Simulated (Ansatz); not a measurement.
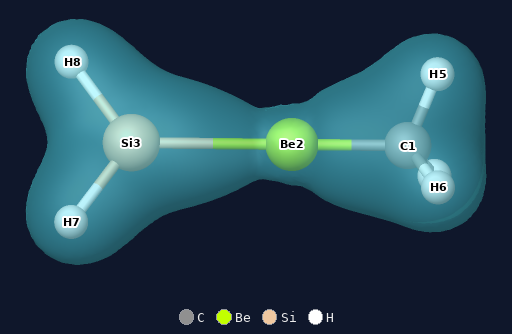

*CH$_{5}$BeSi (SMILES [CH3][Be][SiH2+]) (charge +1). Isosurface of the electron density at 0.2 e/Å³ (cyan), seen at an oblique angle.*

Geometry: B3LYP-D4/def2-TZVP.

Method: isolated molecule in a Gaussian basis; Kohn-Sham density functional theory, functional PBE0 in Ansatz 0.2.0.

```yaml
atoms:
  - { symbol: C, position_ang: [-1.8872, -0.8050, -0.2414] }
  - { symbol: Be, position_ang: [-0.6708, -0.5252, 0.8224] }
  - { symbol: Si, position_ang: [1.0102, -0.1323, 2.2952] }
  - { symbol: H, position_ang: [-2.5391, -1.6211, 0.0908] }
  - { symbol: H, position_ang: [-2.5236, 0.0766, -0.3756] }
  - { symbol: H, position_ang: [-1.5090, -1.0829, -1.2315] }
  - { symbol: H, position_ang: [2.3070, -0.8415, 2.3157] }
  - { symbol: H, position_ang: [0.9723, 0.8734, 3.3779] }
```

**Which contacts does the surface bridge?**

At this value the surface is in one piece. It bridges the sampled C–Be (1.64 Å), Be–Si (2.27 Å), C–H (1.10 Å) and Si–H (1.48 Å) contacts, where the density stays above the isovalue. On the grid the lowest density along these lines, outside the cores, is 0.85 e/Å³ (C–Be, 1.64 Å), 0.38 e/Å³ (Be–Si, 2.27 Å), 1.8 e/Å³ (C–H, 1.10 Å) and 0.88 e/Å³ (Si–H, 1.48 Å).
